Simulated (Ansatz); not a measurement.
System WSe2 (space group P6_3/mmc, No. 194); source of the atomic positions: the input geometry of an electronic-structure calculation (not necessarily at equilibrium).

```cif
data_structure
_symmetry_space_group_name_H-M 'P 1'
_symmetry_Int_Tables_number 1
_cell_length_a 3.2900
_cell_length_b 3.2900
_cell_length_c 12.9700
_cell_angle_alpha 90.000
_cell_angle_beta 90.000
_cell_angle_gamma 120.000
_cell_volume 121.58
loop_
_atom_site_label
_atom_site_type_symbol
_atom_site_fract_x
_atom_site_fract_y
_atom_site_fract_z
_atom_site_occupancy
W1 W 0.33333 0.66667 0.25000 1
W2 W 0.66667 0.33333 0.75000 1
Se1 Se 0.33333 0.66667 0.62100 1
Se2 Se 0.66667 0.33333 0.12100 1
Se3 Se 0.33333 0.66667 0.87900 1
Se4 Se 0.66667 0.33333 0.37900 1
```

Describe how the polyhedra about W are linked (bonds: Se–W below 2.8 Å).

W: WSe6 trigonal prism, sharing edges with six neighbours.

They form layers of edge-sharing trigonal prisms parallel to (001).

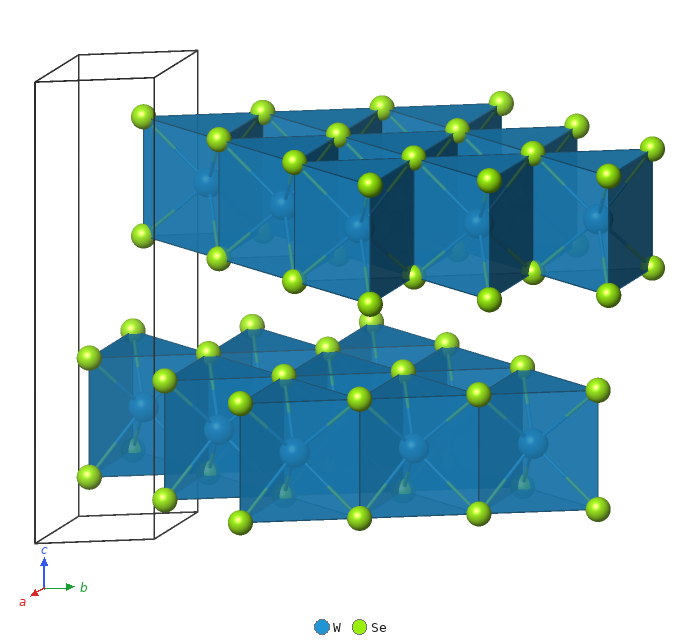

Polyhedra are drawn about W (bonds: Se–W below 2.8 Å); other atoms are plain spheres.
